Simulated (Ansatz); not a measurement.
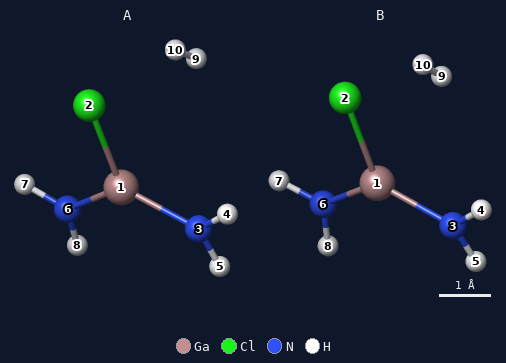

Two geometries of GaN2H6Cl, drawn at one scale. One is the start of a relaxation, the other its converged end. The picture is a ball-and-stick view, seen at a tilt.

All numbers below come from Ansatz 0.2.0, RKS BHLYP-D4/def2-SVP. Set-up: no spin polarisation; force threshold 0.03 eV/Å; at most 50 steps.

### Which of the two is the end point?

Structure A is the relaxed one. The run prepares an end point of a later path (reaction) calculation, from a guessed geometry. The largest move after the best rigid fit is that of H9, 0.43 Å. Largest moves by element: H 0.43 Å, Cl 0.17 Å, N 0.14 Å, Ga 0.13 Å. Near-neighbour distances that change, for instance: Ga1–Cl2 2.215 → 2.155 Å, H9–H10 0.715 → 0.754 Å, Ga1–N3 1.789 → 1.796 Å. Over 9 geometry steps the energy falls by 2.33 kcal/mol. The largest force component goes from 1.3 to 0.019 eV/Å. Cost: 35 s on 2 threads of Arm Neoverse V1 (shared host), peak memory 0.26 GiB.

Limits of the set-up: the start holds two separate molecules, 2.6 Å apart at their closest, whose relative position is a soft coordinate.
